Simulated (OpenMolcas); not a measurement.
## C$_{2}$F$_{6}$: single-point calculation (part 1 of 2)

C$_{2}$F$_{6}$, computed with HF/ANO-R0, RHF, sfX2C (OpenMolcas 26.06).

The geometry comes from this level: PBE0-D4/def2-TZVP.

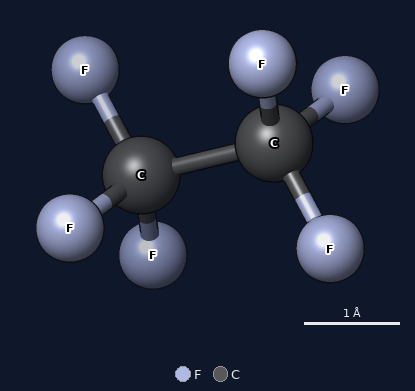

**Figure 1.** The structure (ball-and-stick view, seen at a tilt). Bond lengths as drawn: C–C 1.55 Å and C–F 1.33 Å.

### Input file
```
* C2F6 Hartree-Fock

&GATEWAY
 COORD = geom.xyz
 BASIS = ANO-R0
 GROUP = NoSym

&SEWARD

&SCF
 PRORBITALS = 0

&LOCALISATION
 OCCUPIED
 FREEZE
 PIPEK-MEZEY

&LOCALISATION
 FILEORB = $Project.LocOrb
 VIRTUAL
 PIPEK-MEZEY
```

### File geom.xyz
```
8

F      1.065570    -0.767260     1.152000
C      0.662650    -0.397300    -0.054910
F      1.596070     0.361280    -0.610920
F      0.478560    -1.476610    -0.801220
C     -0.662670     0.397270     0.054890
F     -0.477000     1.479670     0.796360
F     -1.068680     0.762200    -1.152500
F     -1.594500    -0.359250     0.616310
```

Launched with:
```bash
export MOLCAS_MEM=1860
pymolcas step1.inp > step1.log
```

### Log
```
--- Start Module: gateway ---

                                              &GATEWAY

                       available to each process: 1.9 GB of memory, 1 thread

++    Symmetry information:
      ---------------------

                    Character Table for C1

                             E
                    a        1  x, y, xy, Rz, z, xz, Ry, yz, Rx, I
--

++    Basis set information:
      ----------------------

      Basis set label: F.ANO-R...2S1P.

      Electronic valence basis set:
      ------------------
      Associated Effective Charge   9.000000 au
      Associated Actual Charge      9.000000 au
      Nuclear Model: Finite nucleus - Gaussian distribution
        Gaussian exponent, Xi/bohr**(-2):  5.35469E+08

      Shell  nPrim  nBasis  Cartesian Spherical Contaminant
         s      13       2        X
         p       8       1        X

      Basis set label: C.ANO-R...2S1P.

      Electronic valence basis set:
      ------------------
      Associated Effective Charge   6.000000 au
      Associated Actual Charge      6.000000 au
      Nuclear Model: Finite nucleus - Gaussian distribution
        Gaussian exponent, Xi/bohr**(-2):  6.80775E+08

      Shell  nPrim  nBasis  Cartesian Spherical Contaminant
         s      12       2        X
         p       7       1        X

      Basis set label: F.ANO-R...2S1P.

      Electronic valence basis set:
      ------------------
      Associated Effective Charge   9.000000 au
      Associated Actual Charge      9.000000 au
      Nuclear Model: Finite nucleus - Gaussian distribution
        Gaussian exponent, Xi/bohr**(-2):  5.35469E+08

      Shell  nPrim  nBasis  Cartesian Spherical Contaminant
         s      13       2        X
         p       8       1        X

      Basis set label: C.ANO-R...2S1P.

      Electronic valence basis set:
      ------------------
      Associated Effective Charge   6.000000 au
      Associated Actual Charge      6.000000 au
      Nuclear Model: Finite nucleus - Gaussian distribution
        Gaussian exponent, Xi/bohr**(-2):  6.80775E+08

      Shell  nPrim  nBasis  Cartesian Spherical Contaminant
         s      12       2        X
         p       7       1        X

      Basis set label: F.ANO-R...2S1P.

      Electronic valence basis set:
      ------------------
      Associated Effective Charge   9.000000 au
      Associated Actual Charge      9.000000 au
      Nuclear Model: Finite nucleus - Gaussian distribution
        Gaussian exponent, Xi/bohr**(-2):  5.35469E+08

      Shell  nPrim  nBasis  Cartesian Spherical Contaminant
         s      13       2        X
         p       8       1        X
--

++    Molecular structure info:
      -------------------------

                    ************************************************
                    **** Cartesian Coordinates / bohr, angstrom ****
                    ************************************************

     Center  Label                x              y              z                     x              y              z
        1      F1               2.013635      -1.449911       2.176964              1.065570      -0.767260       1.152000
        2      C2               1.252227      -0.750788      -0.103765              0.662650      -0.397300      -0.054910
        3      F3               3.016135       0.682720      -1.154471              1.596070       0.361280      -0.610920
        4      F4               0.904347      -2.790388      -1.514086              0.478560      -1.476610      -0.801220
        5      C5              -1.252265       0.750731       0.103727             -0.662670       0.397270       0.054890
        6      F6              -0.901399       2.796171       1.504902             -0.477000       1.479670       0.796360
        7      F7              -2.019513       1.440349      -2.177909             -1.068680       0.762200      -1.152500
        8      F8              -3.013168      -0.678884       1.164657             -1.594500      -0.359250       0.616310

                    ***************************************
                    *    InterNuclear Distances / bohr    *
                    ***************************************

               1 F1            2 C2            3 F3            4 F4            5 C5            6 F6
    1 F1       0.000000
    2 C2       2.504045        0.000000
    3 F3       4.080636        2.504057        0.000000
    4 F4       4.080595        2.503996        4.080619        0.000000
    5 C5       4.450533        2.927472        4.450497        4.450599        0.000000
    6 F6       5.194065        4.450487        5.185173        6.601868        2.504041        0.000000
    7 F7       6.601880        4.450555        5.194148        5.185437        2.504018        4.080629
    8 F8       5.185365        4.450580        6.601880        5.194328        2.504028        4.080606

               7 F7            8 F8
    7 F7       0.000000
    8 F8       4.080595        0.000000

                    *******************************************
                    *    InterNuclear Distances / angstrom    *
                    *******************************************

               1 F1            2 C2            3 F3            4 F4            5 C5            6 F6
    1 F1       0.000000
    2 C2       1.325084        0.000000
    3 F3       2.159379        1.325090        0.000000
    4 F4       2.159358        1.325058        2.159371        0.000000
    5 C5       2.355121        1.549152        2.355102        2.355155        0.000000
    6 F6       2.748581        2.355096        2.743875        3.493558        1.325081        0.000000
    7 F7       3.493564        2.355132        2.748625        2.744015        1.325069        2.159376
    8 F8       2.743977        2.355145        3.493565        2.748720        1.325074        2.159364

               7 F7            8 F8
    7 F7       0.000000
    8 F8       2.159358        0.000000

                    **************************************
                    *    Valence Bond Angles / degree    *
                    **************************************
                          Atom centers                 Phi
                      1 F1       2 C2       3 F3       109.14
                      1 F1       2 C2       4 F4       109.14
                      1 F1       2 C2       5 C5       109.80
                      3 F3       2 C2       4 F4       109.14
                      3 F3       2 C2       5 C5       109.80
                      4 F4       2 C2       5 C5       109.81
                      2 C2       5 C5       6 F6       109.80
                      2 C2       5 C5       7 F7       109.80
                      2 C2       5 C5       8 F8       109.80
                      6 F6       5 C5       7 F7       109.14
                      6 F6       5 C5       8 F8       109.14
                      7 F7       5 C5       8 F8       109.14

           ***************************************************************
           *              Valence Dihedral Angles / degree               *
           ***************************************************************
                    Atom centers                       Phi1     Phi2     Theta
           1 F1       2 C2       5 C5       6 F6        109.80   109.80    60.27
           1 F1       2 C2       5 C5       7 F7        109.80   109.80  -179.73
           1 F1       2 C2       5 C5       8 F8        109.80   109.80   -59.73
           3 F3       2 C2       5 C5       6 F6        109.80   109.80   -59.73
           3 F3       2 C2       5 C5       7 F7        109.80   109.80    60.27
           3 F3       2 C2       5 C5       8 F8        109.80   109.80  -179.72
           4 F4       2 C2       5 C5       6 F6        109.81   109.80  -179.73
           4 F4       2 C2       5 C5       7 F7        109.81   109.80   -59.73
           4 F4       2 C2       5 C5       8 F8        109.81   109.80    60.27
--

            Nuclear Potential Energy            464.04241175 au

--- Stop Module: gateway /rc=_RC_ALL_IS_WELL_ ---

--- Start Module: seward ---

                                              &SEWARD

                       available to each process: 1.9 GB of memory, 1 thread

               SEWARD will generate:
                  Multipole Moment integrals up to order  2
                  Kinetic Energy integrals
                  Nuclear Attraction integrals (finite nuclei - Gaussian type)
                  One-Electron Hamiltonian integrals
                  Velocity integrals
                  Relativistic X2C integrals
                  Orbital angular momentum around (  0.0000   0.0000   0.0000 )
                  Velocity quadrupole around (  0.0000   0.0000   0.0000 )
                  Atomic mean-field integrals
                  Two-Electron Repulsion integrals

                   Integrals are discarded if absolute value <: 1.00E-14
                   Integral cutoff threshold is set to       <: 1.00E-16

            Nuclear Potential Energy            464.04241175 au

      Basis set specifications :
      Symmetry species         a
      Basis functions           40

--- Stop Module: seward /rc=_RC_ALL_IS_WELL_ ---
--- Module seward spent 2 seconds ---

--- Start Module: scf ---

                                                &SCF

                       available to each process: 1.9 GB of memory, 1 thread

++    Input section:
      --------------

      Header of the integral files:

      Cartesian coordinates in angstrom:
      -----------------------------------------------------
      No.  Label        X            Y            Z
      -----------------------------------------------------
       1   F1         1.06557000  -0.76726000   1.15200000
       2   C2         0.66265000  -0.39730000  -0.05491000
       3   F3         1.59607000   0.36128000  -0.61092000
       4   F4         0.47856000  -1.47661000  -0.80122000
       5   C5        -0.66267000   0.39727000   0.05489000
       6   F6        -0.47700000   1.47967000   0.79636000
       7   F7        -1.06868000   0.76220000  -1.15250000
       8   F8        -1.59450000  -0.35925000   0.61631000
      -----------------------------------------------------
      Nuclear repulsion energy =  464.04241175
--

++    Orbital specifications:
      -----------------------

      Symmetry species               1
                                     a
      Frozen orbitals                0
      Occupied orbitals             33
      Secondary orbitals             7
      Deleted orbitals               0
      Total number of orbitals      40
      Number of basis functions     40
--

      Molecular charge                           0.000

++    Optimization specifications:
      ----------------------------

      SCF Algorithm: Conventional
      Minimized density differences are used
      Number of density matrices in core                 5
      Maximum number of NDDO SCF iterations            400
      Maximum number of HF SCF iterations              400
      Threshold for SCF energy change             1.00E-09
      Threshold for density matrix                1.00E-04
      Threshold for Fock matrix                   1.50E-04
      Threshold for linear dependence             1.00E-09
      Threshold at which DIIS is turned on        1.50E-01
      Maximum depth in the DIIS procedure                5
      Maximum depth in the BFGS Hessian update          30
      Threshold at which QNR/C2DIIS is turned on  7.50E-02
      Threshold for Norm(delta) (QNR/C2DIIS)      1.00E-03
      All orbitals punched on: SCFORB
--

      Input vectors read from INPORB
      Orbital file label: *Guess orbitals

++ Convergence information
                                   SCF        iterations: Energy and convergence statistics

Iter     Tot. SCF        One-elec.       Two-elec.     Energy      Max Dij or  Max Fij      DNorm      TNorm      AccCon     Time
         Energy          Energy          Energy        Change      Delta Norm                                                in Sec.
   1  -671.487061585 -1867.305958947   731.776485614   0.00E+00    4.59E-01*   2.45E-01*    1.15E+01   1.45E+02   None         0.
   2  -672.186771011 -1868.424914898   732.195732139  -7.00E-01*   2.00E-01*   1.12E-01*    3.54E+00   1.46E+02   EDIIS        0.
   3  -672.252241030 -1868.425960716   732.131307938  -6.55E-02*   3.46E-02*   2.40E-02*    7.47E-01   1.45E+02   EDIIS        0.
   4  -672.259656397 -1868.539962401   732.237894256  -7.42E-03*   1.79E-02*   1.08E-02*    1.08E-01   1.46E+02   c2DIIS       0.
   5  -672.260481660 -1868.550188599   732.247295191  -8.25E-04*   6.53E-03*   2.90E-03*    1.05E-02   1.45E+02   QNRc2DIIS    0.
   6  -672.260605678 -1868.563696667   732.260679241  -1.24E-04*   4.47E-03*   1.38E-03*    1.42E-03   1.46E+02   QNRc2DIIS    0.
   7  -672.260629109 -1868.571380173   732.268339315  -2.34E-05*   2.54E-04    1.57E-04*    2.47E-04   1.46E+02   QNRc2DIIS    0.
   8  -672.260629275 -1868.571286226   732.268245203  -1.66E-07*   1.76E-05    9.99E-06     5.39E-05   1.46E+02   QNRc2DIIS    0.
   9  -672.260629276 -1868.571277439   732.268236415  -5.33E-10    3.93E-06    9.70E-07     4.25E-05   1.46E+02   QNRc2DIIS    0.

       Convergence after   9 Iterations
--

 *****************************************************************************************************************************
 *                                             SCF/KS-DFT Program, Final results                                             *
 *                                                       Final Results                                                       *
 *****************************************************************************************************************************

::    Total SCF energy                               -672.2606292755
      One-electron energy                           -1868.5712774388
      Two-electron energy                             732.2682364146
      Nuclear repulsion energy                        464.0424117486
      Kinetic energy (interpolated)                   689.0332830611
      Virial theorem                                    0.9756577016
      Total spin, S(S+1)                                0.0000000000
      Total spin, S                                     0.0000000000
      Max non-diagonal density matrix element           0.0000027937
      Max non-diagonal Fock matrix element              0.0000006852

      No orbitals printed

++    Molecular charges:
      ------------------

      Mulliken charges per centre
      ---------------------------

                F1      C2      F3      F4      C5      F6      F7      F8
      Total    9.1500  5.5499  9.1500  9.1500  5.5499  9.1500  9.1500  9.1500

      N-E     -0.1500  0.4501 -0.1500 -0.1500  0.4501 -0.1500 -0.1500 -0.1500

      Total electronic charge=   66.000000

      Total            charge=   -0.000000
--

++    Static properties:
      ------------------

      LoProp Charges per center

                   F1       C2       F3       F4       C5       F6       F7       F8
      Nuclear      9.0000   6.0000   9.0000   9.0000   6.0000   9.0000   9.0000   9.0000
      Electronic  -9.1093  -5.6720  -9.1093  -9.1093  -5.6720  -9.1093  -9.1093  -9.1093

      Total       -0.1093   0.3280  -0.1093  -0.1093   0.3280  -0.1093  -0.1093  -0.1093
--
```
